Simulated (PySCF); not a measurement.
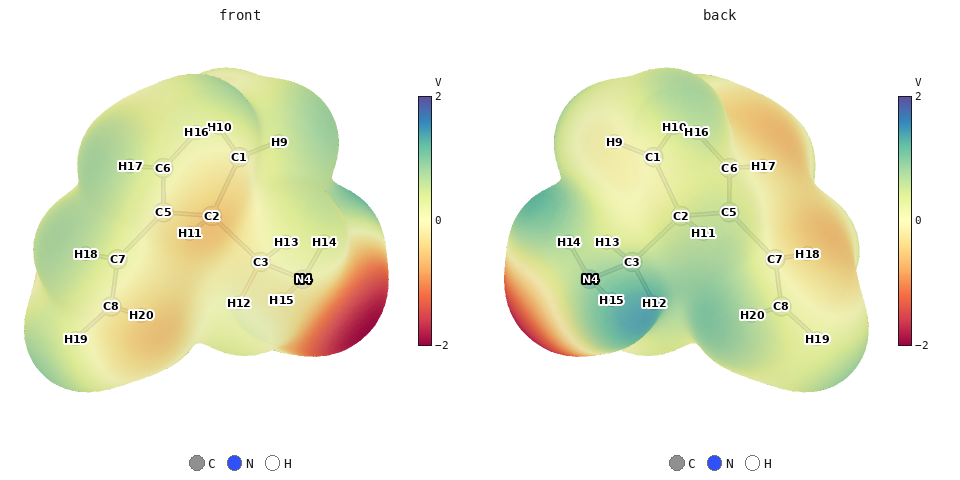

*C7H12N (doublet). The molecular electrostatic potential painted on the density surface at 0.002 e/bohr³, seen from the front and from behind; the colour scale runs from red (negative) to blue (positive).*

Geometry: GFN2-xTB.

Theory: PySCF, UKS B3LYP, pcH-1 on C H N, non-relativistic, mean-field spin-orbit, GIAO.

```yaml
atoms:
  - { symbol: C, position_ang: [-1.8571, -0.7399, 0.1505] }
  - { symbol: C, position_ang: [-0.6109, -0.1085, -0.3103] }
  - { symbol: C, position_ang: [-0.4524, 1.3138, 0.2941] }
  - { symbol: N, position_ang: [-1.4331, 2.2728, -0.1658] }
  - { symbol: C, position_ang: [0.6396, -0.9133, 0.0353] }
  - { symbol: C, position_ang: [0.6599, -1.7634, 1.0617] }
  - { symbol: C, position_ang: [1.8415, -0.7132, -0.7624] }
  - { symbol: C, position_ang: [1.9965, 0.0952, -1.8046] }
  - { symbol: H, position_ang: [-2.2497, -0.5291, 1.1273] }
  - { symbol: H, position_ang: [-2.3492, -1.4802, -0.4497] }
  - { symbol: H, position_ang: [-0.6409, -0.0285, -1.4054] }
  - { symbol: H, position_ang: [0.5388, 1.7058, 0.0548] }
  - { symbol: H, position_ang: [-0.5355, 1.2425, 1.3816] }
  - { symbol: H, position_ang: [-2.3698, 1.9363, 0.0340] }
  - { symbol: H, position_ang: [-1.3614, 2.4006, -1.1701] }
  - { symbol: H, position_ang: [-0.2079, -1.9407, 1.6719] }
  - { symbol: H, position_ang: [1.5502, -2.3125, 1.3201] }
  - { symbol: H, position_ang: [2.6865, -1.3095, -0.4383] }
  - { symbol: H, position_ang: [2.9404, 0.1644, -2.3181] }
  - { symbol: H, position_ang: [1.2093, 0.7184, -2.1933] }
```

Which sites attract a positive test charge, and which a negative one?

Answer. A positive charge is drawn to the negative regions and a negative charge to the positive ones. The most negative region (about −1.9 V) lies over N4, the most positive (about +1.4 V) over H15. N4 is the likeliest acceptor of a hydrogen bond.
